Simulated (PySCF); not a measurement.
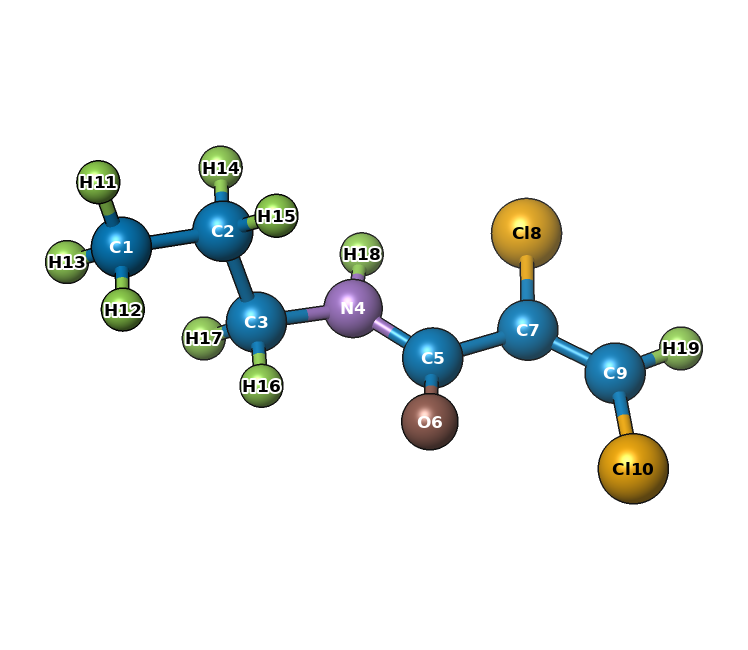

The geometry was computed by an optimisation with GFN2-xTB. No frequency run is at hand to confirm it as a minimum. Electric field gradients from the ground-state density, PBE0/pcSseg-1 (PySCF 2.14.0), non-relativistic apart from any core potentials.

Give the largest field-gradient component, the quadrupole coupling constant and the asymmetry for 14N at N4 (Q = 20.44 mb), 17O at O6 (Q = −25.6 mb), 35Cl at Cl8 (Q = −81.7 mb), 35Cl at Cl10 (Q = −81.7 mb), 2H at H11 (Q = 2.86 mb), 2H at H12 (Q = 2.86 mb).

```csv
atom,V_zz (a.u.),e²qQ/h (MHz),η
N4,−0.902,−4.33,0.10
O6,−1.558,9.37,0.14
Cl8,3.901,−74.9,0.01
Cl10,4.062,−78.0,0.28
H11,0.317,0.213,0.02
H12,0.315,0.211,0.02
```
